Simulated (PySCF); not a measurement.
# H2O3Pb2 (Pb2(O)1(OH)2): the cost of one run

Method: PBE0, Pb def2-SVP with ECP60, O def2-SVP, H def2-SVP; scalar-relativistic core potentials, no spin–orbit coupling; program: PySCF 2.14.0.

4 further runs of the same task are left out: 2 for a known fault of the program, 2 that didn't finish.

**1. The starting structure**

7 atoms, charge 0, spin multiplicity 1.

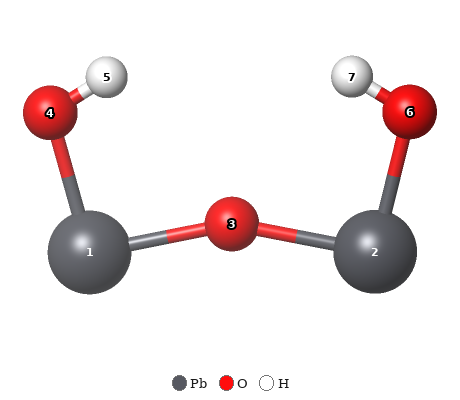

The structure; lead dark grey, oxygen red, hydrogen white; atoms are numbered from 1 in the order of the file.

Geometry (Å):

```mol
H2O3Pb2
  3D, bonds by distance, orders not assigned

  7  6  0  0  0  0  0  0  0  0999 V2000
   -1.2723    0.0000    2.0503 Pb  0  0
   -1.2723   -0.0000   -2.0503 Pb  0  0
   -0.8632    0.0000    0.0000 O   0  0
    0.7657    0.0000    2.5790 O   0  0
    1.2829    0.0000    1.7617 H   0  0
    0.7657   -0.0000   -2.5790 O   0  0
    1.2829   -0.0000   -1.7617 H   0  0
  1  3  8  0
  1  4  8  0
  2  3  8  0
  2  6  8  0
  4  5  8  0
  6  7  8  0
M  END
```

Formal oxidation states: Pb +2. An earlier session relaxed this geometry at PBE0, Pb def2-SVP with ECP60, O def2-SVP, H def2-SVP (singlet, point group C2v).

Its energy there is -612.257614 Eh.

**2. Multiplicity 3 at the relaxed geometry**

run.py (the lines that set the calculation) reads:

```python
mol = gto.M(atom='''
Pb    -1.27228     0.00000     2.05026
Pb    -1.27228     0.00000    -2.05026
O     -0.86316     0.00000     0.00000
O      0.76570     0.00000     2.57901
H      1.28286     0.00000     1.76166
O      0.76570     0.00000    -2.57901
H      1.28286     0.00000    -1.76166''',
    basis={'Pb': 'def2-SVP', 'O': 'def2-SVP', 'H': 'def2-SVP'},
    ecp={'Pb': 'def2-SVP'},
    charge=0, spin=2)
mf = dft.UKS(mol, xc='PBE0')
mf.grids.atom_grid = (50, 194)
mf = mf.density_fit()  # fitting sets: Pb def2-universal-JKFIT, O def2-universal-JKFIT, H def2-universal-JKFIT
mf.conv_tol = 1e-08; mf.max_cycle = 55
mf.kernel(dm0)  # dm0: free metal ions and neutral atoms
```

Command:

```sh
$ OMP_NUM_THREADS=2 python run.py
```

**Question.** How long does this run take on 2 threads of Arm Neoverse V2, shared host?

About 5 s.
